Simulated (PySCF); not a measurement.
# C₄H₈AlN: NMR shifts and electronic excitations at several levels of theory, part 1 of 2

Aim: compute the NMR shifts and electronic excitations of C₄H₈AlN (`C1#[N+][AlH2-][CH2]CC1`) at several levels, and see how far they spread and what each costs.

Programs: PySCF 2.14.0, with density-fitted response routines of our own. Each step states its level of theory. These are calculated values for one molecule in the gas phase, unless marked as measured. Atoms are numbered from 0 throughout.

### Step 1. The starting structure

14 atoms, charge 0, multiplicity 1; geometry from: PBE0-D3(BJ)/def2-SVP.

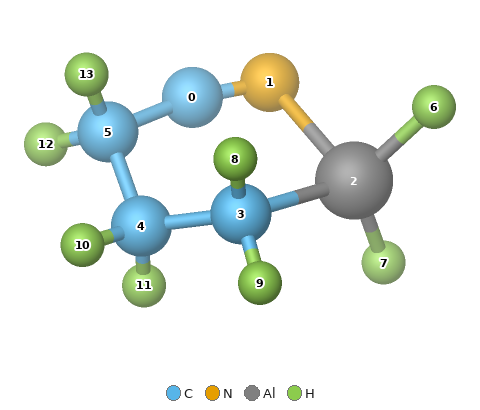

As it starts; carbon blue, nitrogen amber, aluminium grey, hydrogen green, atoms numbered.

### Step 2. NMR shieldings: PBE0/6-31G*

The job: settings as JSON, then the geometry in Å.

```
{"job": {"kind": "nmr", "xc": "PBE0", "basis": "6-31G*", "pop": true}, "charge": 0, "multiplicity": 1}
C     -0.481221     0.689155     2.107030
N     -1.102803     0.005698     2.810970
Al    -1.705580    -1.524600     1.304785
C     -0.971637    -0.539250    -0.297353
C      0.340752     0.214625    -0.088947
C      0.222575     1.308509     1.003269
H     -3.291290    -1.528650     1.479615
H     -0.819187    -2.743285     1.837221
H     -1.737777     0.153377    -0.693982
H     -0.822689    -1.292210    -1.092365
H      0.699826     0.723387    -1.000307
H      1.139889    -0.481734     0.215934
H      1.199924     1.691410     1.333738
H     -0.378675     2.163160     0.652701
```

Level: GIAO PBE0/6-31G* NMR shielding, non-relativistic, gas phase.

On the command line:

```
OMP_NUM_THREADS=1 python probes_run.py task.json out
```

This one command runs all jobs of the session in turn.

The log of the run:

```text
coarse grid: 11992 points
cycle   1  E = -453.9993199213  dE =  4.846e-01  |g| = 4.850e-01  |ddm| = 3.321e+00
cycle   2  E = -453.8852904355  dE =  1.140e-01  |g| = 8.752e-01  |ddm| = 1.155e+00
cycle   3  E = -454.0563676048  dE = -1.711e-01  |g| = 1.753e-01  |ddm| = 7.088e-01
cycle   4  E = -454.0631462123  dE = -6.779e-03  |g| = 4.560e-02  |ddm| = 1.656e-01
cycle   5  E = -454.0636709989  dE = -5.248e-04  |g| = 5.141e-03  |ddm| = 4.505e-02
cycle   6  E = -454.0636775796  dE = -6.581e-06  |g| = 2.031e-03  |ddm| = 6.492e-03
final grid: 110696 points
cycle   7  E = -454.0069244815  dE = -1.990e-05  |g| = 6.440e-03  |ddm| = 1.884e-02
cycle   8  E = -454.0069201401  dE =  4.341e-06  |g| = 7.715e-03  |ddm| = 1.369e-02
cycle   9  E = -454.0069358849  dE = -1.574e-05  |g| = 4.930e-04  |ddm| = 7.276e-03
cycle  10  E = -454.0069359471  dE = -6.218e-08  |g| = 1.529e-04  |ddm| = 6.369e-04
cycle  11  E = -454.0069359504  dE = -3.311e-09  |g| = 1.093e-04  |ddm| = 1.865e-04
cycle  12  E = -454.0069359529  dE = -2.524e-09  |g| = 2.223e-05  |ddm| = 8.567e-05
cycle  13  E = -454.0069359531  dE = -1.183e-10  |g| = 3.395e-06  |ddm| = 2.396e-05
converged SCF energy = -454.0069359531

GIAO shielding tensors (ppm)
atom      isotropic    diamagn.    paramagn.     s11        s22        s33       span
  0 C       64.640     263.889    -199.249    -57.591    -29.066    280.578    338.169
  1 N       20.599     339.273    -318.674   -133.203    -95.296    290.296    423.499
  2 Al     424.257     798.565    -374.308    390.244    437.840    444.687     54.443
  3 C      184.856     245.418     -60.563    172.796    183.385    198.387     25.591
  4 C      164.350     246.097     -81.747    144.320    174.035    174.694     30.375
  5 C      172.420     250.185     -77.765    148.755    183.485    185.020     36.265
  6 H       26.683      29.303      -2.619     23.703     24.641     31.707      8.004
  7 H       26.647      30.101      -3.455     23.691     24.771     31.478      7.786
  8 H       31.679      30.862       0.817     27.658     29.690     37.690     10.031
  9 H       31.859      30.186       1.673     27.368     29.531     38.679     11.311
 10 H       29.654      30.465      -0.811     24.344     28.347     36.270     11.926
 11 H       29.639      31.435      -1.796     25.409     28.339     35.168      9.758
 12 H       29.820      27.986       1.834     25.295     27.581     36.585     11.290
 13 H       29.799      28.746       1.053     25.818     27.833     35.746      9.928
```

Wall time 11 s (1 thread of Arm Neoverse V1, shared host); peak memory 0.63 GiB.

The references, computed at this level on geometries of the same kind, shield at (ppm): ¹H TMS 31.96, ¹³C TMS 194.1, ¹⁵N NH3 259.4, ²⁷Al AlH4- 535.8. Their shielding less the atom's gives the shift. The references are single molecules in the gas phase, so shifts against H2O, NH3, PH3, H3PO4 or CFCl3 are not on the usual liquid scales and can be off by tens of ppm. Shifts against hydride references such as AlH4− lie on their own scale. Atoms listed in one row are averaged.

```tsv
atoms	environment	σ (ppm)	δ (ppm)
C0	nitrilium-type carbon	64.6	129.5
C4	sp3 CH2 in a ring	164.3	29.8
C5	sp3 CH2 α to a nitrile	172.4	21.7
C3	sp3 CH2 bonded to Al	184.9	9.3
H6, H7	hydrogen on an aluminium bonded to C, N, in a 6-membered ring	26.66	5.30
H10, H11	hydrogen on an sp3 CH2 in a ring	29.65	2.32
H12, H13	hydrogen on an sp3 CH2 α to a nitrile	29.81	2.15
H8, H9	hydrogen on an sp3 CH2 bonded to Al	31.77	0.19
N1	donor nitrogen of a Lewis adduct	20.6	238.8
Al2	aluminium bonded to C, N, 2 H, in a 6-membered ring	424.3	111.5
```

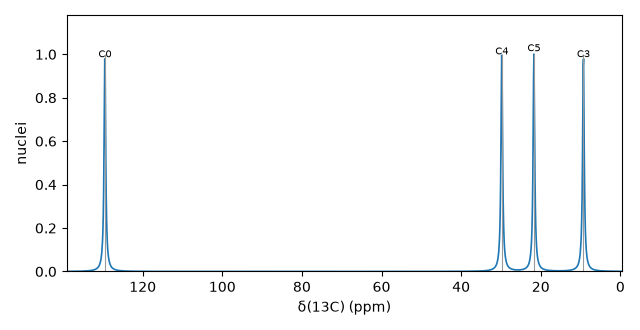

¹³C lines at the computed shifts, without couplings. Lines are broadened to a width of 0.48 ppm (Lorentzian).

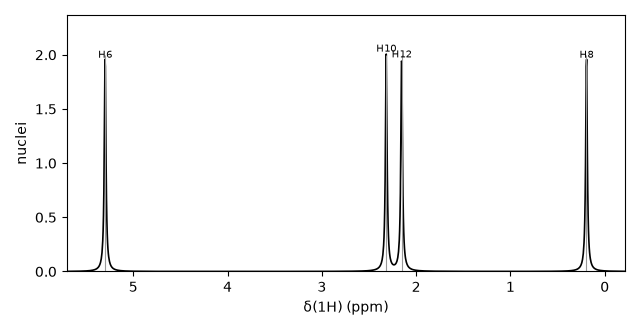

¹H lines at the computed shifts, without couplings. Lines are broadened to a width of 0.02 ppm (Lorentzian).

The run also stored atomic charges by several schemes (e):

```tsv
atoms	Mulliken	IAO	Hirshfeld	ESP fit
C0	0.40	0.24	0.16	0.40
N1	-0.41	-0.22	-0.14	-0.37
Al2	0.40	0.61	0.32	0.61
C3	-0.60	-0.62	-0.22	-0.52
C4	-0.34	-0.22	-0.04	0.08
C5	-0.43	-0.29	-0.01	-0.27
```

IAO charges:

C0 0.24; N1 -0.22; Al2 0.61; C3 -0.62; C4 -0.22; C5 -0.29; H6 -0.21; H7 -0.21; H8 0.13; H9 0.15; H10 0.14; H11 0.14; H12 0.18; H13 0.18

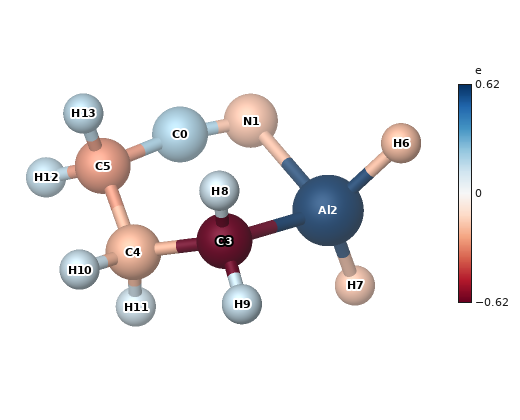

IAO charges, as colours on the atoms.

Mayer bond orders: C0–N1 2.53, N1–Al2 0.29, Al2–C3 0.84, C3–C4 1.01, C4–C5 0.94, C5–C0 1.01.

Ring of atoms C0, N1, Al2, C3, C4, C5: NICS(0) -3.7, NICS(1) -1.9, NICS(1)zz 0.2 ppm (means of both faces). The ring holds saturated atoms, so no π current runs round it: these values come from its σ bonds, any local π bonds and neighbouring rings, and say nothing of aromaticity.

### Step 3. NMR shieldings: PBE0/6-311+G(2d,p)

Settings changed since step 2:

```diff
@@ -1,2 +1,2 @@
-{"job": {"kind": "nmr", "xc": "PBE0", "basis": "6-31G*", "pop": true}, "charge": 0, "multiplicity": 1}
+{"job": {"kind": "nmr", "xc": "PBE0", "basis": "6-311+G(2d,p)", "pop": true}, "charge": 0, "multiplicity": 1}
 C     -0.481221     0.689155     2.107030
```

Level: GIAO PBE0/6-311+G(2d,p) NMR shielding, non-relativistic, gas phase.

The log of the run:

```text
coarse grid: 11992 points
cycle   1  E = -454.0308695825  dE =  4.717e-01  |g| = 5.025e-01  |ddm| = 3.366e+00
cycle   2  E = -453.9080898401  dE =  1.228e-01  |g| = 9.139e-01  |ddm| = 1.579e+00
cycle   3  E = -454.0894034443  dE = -1.813e-01  |g| = 1.803e-01  |ddm| = 8.613e-01
cycle   4  E = -454.0958486264  dE = -6.445e-03  |g| = 5.900e-02  |ddm| = 2.160e-01
cycle   5  E = -454.0966833056  dE = -8.347e-04  |g| = 7.578e-03  |ddm| = 6.700e-02
cycle   6  E = -454.0966951370  dE = -1.183e-05  |g| = 2.301e-03  |ddm| = 1.126e-02
cycle   7  E = -454.0966963682  dE = -1.231e-06  |g| = 4.842e-04  |ddm| = 2.222e-03
final grid: 110696 points
cycle   8  E = -454.0911218691  dE = -3.944e-05  |g| = 6.207e-03  |ddm| = 7.161e-02
cycle   9  E = -454.0911175068  dE =  4.362e-06  |g| = 7.428e-03  |ddm| = 1.529e-02
cycle  10  E = -454.0911316243  dE = -1.412e-05  |g| = 7.540e-04  |ddm| = 8.008e-03
cycle  11  E = -454.0911317153  dE = -9.109e-08  |g| = 4.429e-04  |ddm| = 1.076e-03
cycle  12  E = -454.0911317520  dE = -3.666e-08  |g| = 1.405e-04  |ddm| = 3.530e-04
cycle  13  E = -454.0911317564  dE = -4.394e-09  |g| = 2.854e-05  |ddm| = 1.320e-04
cycle  14  E = -454.0911317566  dE = -1.925e-10  |g| = 4.492e-06  |ddm| = 5.163e-05
converged SCF energy = -454.0911317566

GIAO shielding tensors (ppm)
atom      isotropic    diamagn.    paramagn.     s11        s22        s33       span
  0 C       41.683     267.196    -225.512    -91.744    -62.607    279.401    371.145
  1 N       -6.063     327.350    -333.413   -175.393   -131.658    288.863    464.256
  2 Al     374.499     794.205    -419.706    348.108    382.356    393.033     44.924
  3 C      176.385     246.897     -70.512    164.494    175.169    189.493     24.998
  4 C      155.556     242.675     -87.118    134.171    166.168    166.330     32.159
  5 C      164.139     239.224     -75.085    139.705    174.727    177.987     38.282
  6 H       26.579      28.548      -1.969     23.891     24.468     31.377      7.486
  7 H       26.607      28.784      -2.177     23.952     24.730     31.140      7.188
  8 H       31.277      32.473      -1.196     27.440     29.226     37.165      9.725
  9 H       31.232      31.421      -0.189     27.045     29.081     37.570     10.525
 10 H       28.996      30.054      -1.059     23.611     27.590     35.785     12.174
 11 H       29.257      31.491      -2.234     25.089     27.924     34.759      9.670
 12 H       29.121      28.100       1.021     24.531     26.729     36.104     11.573
 13 H       29.206      28.565       0.642     25.035     27.107     35.477     10.442
```

It took 30 s on 1 thread of Arm Neoverse V1, shared host; peak memory 0.98 GiB.

This run: δ C0 144.8, C4 30.9, C5 22.3, C3 10.1, H6 4.92, H10 2.38 ppm (means over like atoms).

### Step 4. Nuclear shieldings: PBE0/def2-SVP

Settings changed since step 3:

```diff
@@ -1,2 +1,2 @@
-{"job": {"kind": "nmr", "xc": "PBE0", "basis": "6-311+G(2d,p)", "pop": true}, "charge": 0, "multiplicity": 1}
+{"job": {"kind": "nmr", "xc": "PBE0", "basis": "def2-SVP", "pop": true}, "charge": 0, "multiplicity": 1}
 C     -0.481221     0.689155     2.107030
```

Method: GIAO PBE0/def2-SVP NMR shielding, non-relativistic, gas phase.

The log of the run:

```text
coarse grid: 11992 points
cycle   1  E = -453.6707210348  dE =  4.403e-01  |g| = 4.737e-01  |ddm| = 3.806e+00
cycle   2  E = -453.5503234217  dE =  1.204e-01  |g| = 8.878e-01  |ddm| = 1.350e+00
cycle   3  E = -453.7265672392  dE = -1.762e-01  |g| = 1.632e-01  |ddm| = 7.937e-01
cycle   4  E = -453.7324526134  dE = -5.885e-03  |g| = 4.627e-02  |ddm| = 1.768e-01
cycle   5  E = -453.7329966316  dE = -5.440e-04  |g| = 5.230e-03  |ddm| = 5.009e-02
cycle   6  E = -453.7330036080  dE = -6.976e-06  |g| = 2.032e-03  |ddm| = 8.157e-03
final grid: 110696 points
cycle   7  E = -453.7959460124  dE = -1.784e-05  |g| = 6.495e-03  |ddm| = 2.370e-02
cycle   8  E = -453.7959408770  dE =  5.135e-06  |g| = 7.909e-03  |ddm| = 1.476e-02
cycle   9  E = -453.7959574344  dE = -1.656e-05  |g| = 5.754e-04  |ddm| = 8.083e-03
cycle  10  E = -453.7959575035  dE = -6.915e-08  |g| = 2.956e-04  |ddm| = 8.089e-04
cycle  11  E = -453.7959575210  dE = -1.747e-08  |g| = 9.766e-05  |ddm| = 2.845e-04
cycle  12  E = -453.7959575232  dE = -2.184e-09  |g| = 1.433e-05  |ddm| = 9.961e-05
cycle  13  E = -453.7959575232  dE = -5.627e-11  |g| = 3.368e-06  |ddm| = 2.480e-05
converged SCF energy = -453.7959575232

GIAO shielding tensors (ppm)
atom      isotropic    diamagn.    paramagn.     s11        s22        s33       span
  0 C       59.591     276.672    -217.081    -64.727    -36.412    279.911    344.638
  1 N       12.488     332.806    -320.319   -146.354   -105.014    288.831    435.185
  2 Al     414.222     796.809    -382.588    384.533    424.011    434.121     49.588
  3 C      185.350     245.660     -60.310    173.305    184.596    198.148     24.843
  4 C      165.060     247.633     -82.574    144.590    174.865    175.724     31.134
  5 C      173.826     253.970     -80.144    150.148    183.766    187.563     37.415
  6 H       26.564      29.010      -2.446     23.730     24.483     31.479      7.749
  7 H       26.541      29.790      -3.249     23.734     24.639     31.249      7.515
  8 H       31.226      31.850      -0.624     27.063     29.180     37.434     10.371
  9 H       31.226      30.914       0.312     26.769     28.828     38.082     11.313
 10 H       29.169      31.880      -2.711     23.743     27.549     36.215     12.472
 11 H       29.362      32.989      -3.628     25.153     27.753     35.180     10.027
 12 H       29.266      27.990       1.276     24.681     26.613     36.504     11.823
 13 H       29.309      29.562      -0.254     25.252     26.947     35.726     10.474
```

Wall time 13 s (1 thread of Arm Neoverse V1, shared host); peak memory 0.71 GiB.

This run: δ C0 134.1, C4 28.7, C5 19.9, C3 8.4, H6 4.79, H10 2.08 ppm (means over like atoms).

### Step 5. Shielding tensors: PBE0/def2-TZVP

Settings changed since step 4:

```diff
@@ -1,2 +1,2 @@
-{"job": {"kind": "nmr", "xc": "PBE0", "basis": "def2-SVP", "pop": true}, "charge": 0, "multiplicity": 1}
+{"job": {"kind": "nmr", "xc": "PBE0", "basis": "def2-TZVP", "pop": true}, "charge": 0, "multiplicity": 1}
 C     -0.481221     0.689155     2.107030
```

Level: GIAO PBE0/def2-TZVP NMR shielding, non-relativistic, gas phase.

The log of the run:

```text
coarse grid: 11992 points
cycle   1  E = -454.0550543314  dE =  4.658e-01  |g| = 5.044e-01  |ddm| = 2.769e+00
cycle   2  E = -453.9347961667  dE =  1.203e-01  |g| = 9.092e-01  |ddm| = 1.062e+00
cycle   3  E = -454.1137400505  dE = -1.789e-01  |g| = 1.819e-01  |ddm| = 6.210e-01
cycle   4  E = -454.1202613428  dE = -6.521e-03  |g| = 6.049e-02  |ddm| = 1.460e-01
cycle   5  E = -454.1211360142  dE = -8.747e-04  |g| = 7.803e-03  |ddm| = 4.672e-02
cycle   6  E = -454.1211488177  dE = -1.280e-05  |g| = 2.317e-03  |ddm| = 6.875e-03
cycle   7  E = -454.1211500596  dE = -1.242e-06  |g| = 5.087e-04  |ddm| = 1.746e-03
final grid: 110696 points
cycle   8  E = -454.1099278806  dE = -4.709e-05  |g| = 6.562e-03  |ddm| = 6.801e-02
cycle   9  E = -454.1099228554  dE =  5.025e-06  |g| = 7.830e-03  |ddm| = 1.243e-02
cycle  10  E = -454.1099383891  dE = -1.553e-05  |g| = 1.110e-03  |ddm| = 6.197e-03
cycle  11  E = -454.1099385855  dE = -1.963e-07  |g| = 6.035e-04  |ddm| = 9.509e-04
cycle  12  E = -454.1099386573  dE = -7.186e-08  |g| = 1.351e-04  |ddm| = 3.650e-04
cycle  13  E = -454.1099386616  dE = -4.280e-09  |g| = 2.770e-05  |ddm| = 1.120e-04
cycle  14  E = -454.1099386618  dE = -1.843e-10  |g| = 4.983e-06  |ddm| = 2.681e-05
converged SCF energy = -454.1099386618

GIAO shielding tensors (ppm)
atom      isotropic    diamagn.    paramagn.     s11        s22        s33       span
  0 C       40.474     273.898    -233.424    -93.558    -64.142    279.123    372.681
  1 N       -8.207     321.564    -329.771   -177.810   -134.257    287.447    465.257
  2 Al     374.222     798.424    -424.202    347.826    382.279    392.561     44.735
  3 C      176.055     243.149     -67.094    164.104    174.786    189.277     25.172
  4 C      154.864     245.469     -90.606    133.441    165.481    165.669     32.229
  5 C      163.339     245.242     -81.903    138.723    173.862    177.433     38.711
  6 H       26.562      28.608      -2.047     23.898     24.418     31.370      7.471
  7 H       26.602      29.379      -2.777     23.996     24.661     31.147      7.151
  8 H       31.238      31.003       0.235     27.427     29.192     37.096      9.669
  9 H       31.203      30.269       0.934     26.978     29.069     37.561     10.583
 10 H       28.983      30.827      -1.845     23.624     27.641     35.683     12.060
 11 H       29.215      32.023      -2.808     25.038     27.904     34.703      9.664
 12 H       29.110      28.387       0.722     24.566     26.737     36.026     11.460
 13 H       29.209      29.150       0.059     25.072     27.150     35.405     10.333
```

Run time: 36 s. Hardware: 1 thread of Arm Neoverse V1, shared host; peak memory 0.99 GiB.

Key values: δ C0 146.2, C4 31.8, C5 23.3, C3 10.6, H6 4.90, H10 2.38 ppm (means over like atoms).

### Step 6. Nuclear shieldings: PBE0/cc-pVDZ

Settings changed since step 5:

```diff
@@ -1,2 +1,2 @@
-{"job": {"kind": "nmr", "xc": "PBE0", "basis": "def2-TZVP", "pop": true}, "charge": 0, "multiplicity": 1}
+{"job": {"kind": "nmr", "xc": "PBE0", "basis": "cc-pVDZ", "pop": true}, "charge": 0, "multiplicity": 1}
 C     -0.481221     0.689155     2.107030
```

With the program's defaults for keys left out, this is: GIAO PBE0/cc-pVDZ NMR shielding, non-relativistic, gas phase.

The log of the run:

```text
coarse grid: 11992 points
cycle   1  E = -453.9586776311  dE =  5.201e-01  |g| = 4.778e-01  |ddm| = 6.791e+00
cycle   2  E = -453.8385654474  dE =  1.201e-01  |g| = 8.885e-01  |ddm| = 1.927e+00
cycle   3  E = -454.0152723563  dE = -1.767e-01  |g| = 1.656e-01  |ddm| = 1.156e+00
cycle   4  E = -454.0213198988  dE = -6.048e-03  |g| = 4.586e-02  |ddm| = 2.808e-01
cycle   5  E = -454.0218546950  dE = -5.348e-04  |g| = 5.556e-03  |ddm| = 7.475e-02
cycle   6  E = -454.0218626931  dE = -7.998e-06  |g| = 2.104e-03  |ddm| = 1.318e-02
final grid: 110696 points
cycle   7  E = -454.0363679310  dE = -1.669e-05  |g| = 6.956e-03  |ddm| = 5.212e-02
cycle   8  E = -454.0363619099  dE =  6.021e-06  |g| = 8.486e-03  |ddm| = 2.706e-02
cycle   9  E = -454.0363811615  dE = -1.925e-05  |g| = 6.257e-04  |ddm| = 1.453e-02
cycle  10  E = -454.0363812502  dE = -8.868e-08  |g| = 2.831e-04  |ddm| = 1.297e-03
cycle  11  E = -454.0363812652  dE = -1.496e-08  |g| = 1.121e-04  |ddm| = 4.094e-04
cycle  12  E = -454.0363812680  dE = -2.866e-09  |g| = 1.900e-05  |ddm| = 1.682e-04
cycle  13  E = -454.0363812681  dE = -9.925e-11  |g| = 3.595e-06  |ddm| = 3.577e-05
converged SCF energy = -454.0363812681

GIAO shielding tensors (ppm)
atom      isotropic    diamagn.    paramagn.     s11        s22        s33       span
  0 C       61.511     265.470    -203.958    -62.414    -34.237    281.186    343.600
  1 N       15.299     340.629    -325.330   -141.332   -102.770    290.000    431.331
  2 Al     433.787     800.251    -366.464    398.494    445.015    457.853     59.359
  3 C      185.695     241.446     -55.750    173.611    184.060    199.415     25.805
  4 C      164.892     246.478     -81.586    143.571    175.191    175.914     32.342
  5 C      173.367     251.053     -77.687    148.466    184.096    187.538     39.072
  6 H       26.465      29.585      -3.120     23.567     24.319     31.509      7.942
  7 H       26.468      30.514      -4.047     23.629     24.513     31.260      7.630
  8 H       31.024      31.016       0.008     27.059     28.976     37.037      9.977
  9 H       31.062      30.177       0.885     26.801     28.771     37.615     10.814
 10 H       28.941      31.424      -2.483     23.549     27.496     35.777     12.227
 11 H       29.099      32.488      -3.390     25.045     27.587     34.664      9.619
 12 H       29.091      27.744       1.347     24.544     26.637     36.091     11.547
 13 H       29.142      28.945       0.197     25.080     26.932     35.414     10.334
```

Wall time 14 s (1 thread of Arm Neoverse V1, shared host); peak memory 0.72 GiB.

Key values: δ C0 135.2, C4 31.9, C5 23.4, C3 11.1, H6 4.82, H10 2.27 ppm (means over like atoms).

### Step 7. NMR shieldings: PBE0/cc-pVTZ

Settings changed since step 6:

```diff
@@ -1,2 +1,2 @@
-{"job": {"kind": "nmr", "xc": "PBE0", "basis": "cc-pVDZ", "pop": true}, "charge": 0, "multiplicity": 1}
+{"job": {"kind": "nmr", "xc": "PBE0", "basis": "cc-pVTZ", "pop": true}, "charge": 0, "multiplicity": 1}
 C     -0.481221     0.689155     2.107030
```

Method: GIAO PBE0/cc-pVTZ NMR shielding, non-relativistic, gas phase.

The log of the run:

```text
coarse grid: 11992 points
cycle   1  E = -454.0423265223  dE =  4.696e-01  |g| = 5.014e-01  |ddm| = 7.270e+00
cycle   2  E = -453.9241028647  dE =  1.182e-01  |g| = 9.046e-01  |ddm| = 1.940e+00
cycle   3  E = -454.1009758881  dE = -1.769e-01  |g| = 1.803e-01  |ddm| = 1.165e+00
cycle   4  E = -454.1073958499  dE = -6.420e-03  |g| = 5.997e-02  |ddm| = 2.997e-01
cycle   5  E = -454.1082515885  dE = -8.557e-04  |g| = 7.387e-03  |ddm| = 8.791e-02
cycle   6  E = -454.1082634009  dE = -1.181e-05  |g| = 2.402e-03  |ddm| = 1.406e-02
cycle   7  E = -454.1082647390  dE = -1.338e-06  |g| = 4.696e-04  |ddm| = 4.325e-03
final grid: 110696 points
cycle   8  E = -454.1069329815  dE = -5.700e-05  |g| = 6.846e-03  |ddm| = 1.044e-01
cycle   9  E = -454.1069277339  dE =  5.248e-06  |g| = 8.124e-03  |ddm| = 2.589e-02
cycle  10  E = -454.1069444013  dE = -1.667e-05  |g| = 1.029e-03  |ddm| = 1.366e-02
cycle  11  E = -454.1069445646  dE = -1.632e-07  |g| = 6.019e-04  |ddm| = 1.751e-03
cycle  12  E = -454.1069446345  dE = -6.997e-08  |g| = 1.497e-04  |ddm| = 7.480e-04
cycle  13  E = -454.1069446397  dE = -5.131e-09  |g| = 3.021e-05  |ddm| = 2.377e-04
cycle  14  E = -454.1069446399  dE = -2.194e-10  |g| = 5.192e-06  |ddm| = 5.229e-05
converged SCF energy = -454.1069446399

GIAO shielding tensors (ppm)
atom      isotropic    diamagn.    paramagn.     s11        s22        s33       span
  0 C       42.840     269.497    -226.657    -90.055    -60.861    279.436    369.490
  1 N       -5.087     330.805    -335.891   -173.680   -129.870    288.289    461.969
  2 Al     375.863     803.472    -427.609    349.469    383.531    394.587     45.117
  3 C      177.260     237.209     -59.949    165.016    175.782    190.983     25.968
  4 C      155.675     244.216     -88.542    134.392    166.249    166.383     31.991
  5 C      164.479     243.629     -79.149    140.103    175.012    178.323     38.220
  6 H       26.555      29.119      -2.564     23.872     24.446     31.348      7.476
  7 H       26.599      30.202      -3.603     23.981     24.690     31.126      7.146
  8 H       31.012      30.135       0.877     27.143     28.885     37.007      9.864
  9 H       31.011      29.693       1.318     26.721     28.782     37.530     10.809
 10 H       28.774      30.920      -2.146     23.357     27.337     35.627     12.270
 11 H       29.011      31.970      -2.959     24.829     27.634     34.571      9.743
 12 H       28.898      28.409       0.489     24.284     26.448     35.962     11.679
 13 H       29.001      28.942       0.059     24.836     26.858     35.308     10.472
```

Wall time 48 s (1 thread of Arm Neoverse V1, shared host); peak memory 1.1 GiB.

This run: δ C0 144.5, C4 31.6, C5 22.8, C3 10.0, H6 4.71, H10 2.40 ppm (means over like atoms).

(Continued in part 2 of 2.)
